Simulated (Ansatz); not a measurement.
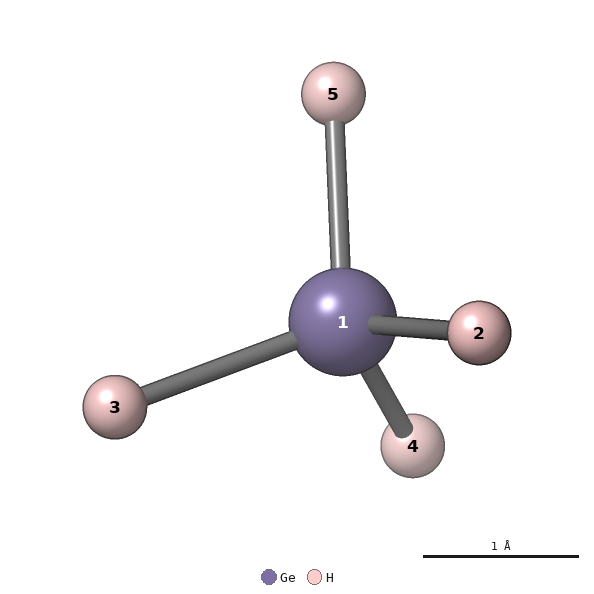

Figure made from data computed with Ansatz.

Orthographic view. Distant atoms are faded towards the background colour. Geometry: a fixed input geometry, not necessarily a minimum.

Write a Z-matrix (Å, degrees) in the order of the atom numbers, with these reference atoms: 2 to 1; 3 to 1, 2; 4 to 1, 2, 3; 5 to 1, 2, 4.

```
Ge 
H    1   1.440
H    1   1.621   2   110.5
H    1   1.533   2   115.2   3  -120.5
H    1   1.544   2   107.9   4  -117.9
```
